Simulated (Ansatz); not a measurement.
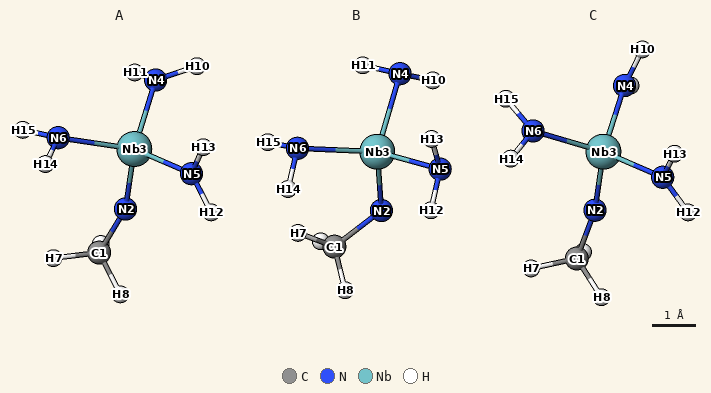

3 geometries from one relaxation of CH$_{9}$N$_{4}$Nb (coarse preliminary run), in shuffled order. The picture is a ball-and-stick view, seen from a free direction.

The start comes from a force field.

Theory: RKS PBE-D4/def2-SVP (Ansatz). Settings: force threshold 0.03 eV/Å; at most 200 steps.

Order the frames from highest to lowest energy.

Answer. B, A, C. They are steps 0, 5, 15, at +55.9 kcal/mol, +8.07 kcal/mol relative to the last. The largest moves after the best rigid fit, 1.26 Å, are those of H atoms. By element the largest moves are H 1.26 Å, N 0.63 Å, C 0.33 Å, Nb 0.27 Å. Among the contacts that change: H–Nb 2.846 → 3.652 Å, N–Nb 1.923 → 1.780 Å, N–Nb 2.130 → 2.000 Å, H–N 1.105 → 1.025 Å. Bond angles that change, for instance: C–N–Nb 123.2° → 167.7°, Nb–N–H 101.6° → 127.2°, Nb–N–H 107.5° → 127.8°. Over 14 accepted moves (15 points after the start) the energy falls by 55.9 kcal/mol. Largest force component: 4 eV/Å at the start, 0.027 eV/Å at the end. The line search rejected the trial step at point 11 of the run. Cost: 40 s on 4 threads of Arm Neoverse V2, with other jobs on the host.
